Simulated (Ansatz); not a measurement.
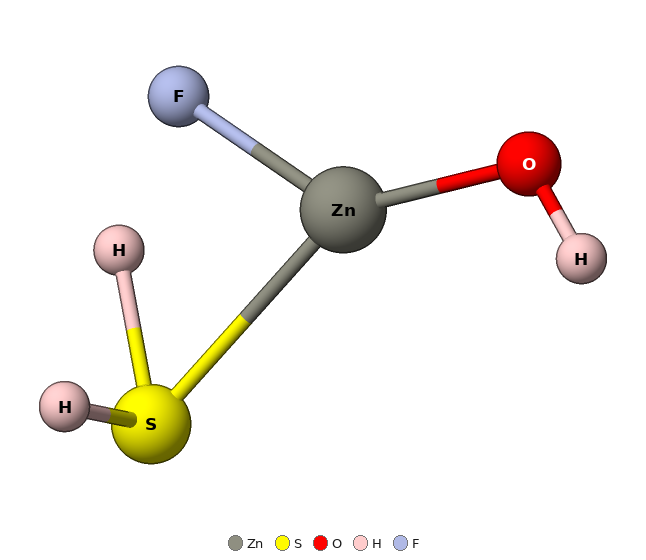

Sticks follow a distance rule. Harmonic vibrations computed with RKS PBE0-D4/def2-TZVP (Ansatz 0.2.0) at a stationary point of the same level.

**Minimum or transition state?**

A first-order saddle point: one imaginary frequency, 514i cm⁻¹.

**List the wavenumbers.**

15 modes: 514i, 117, 130, 231, 240, 379, 476, 508, 563, 678, 795, 1189, 1476, 2712, 3908 cm⁻¹.
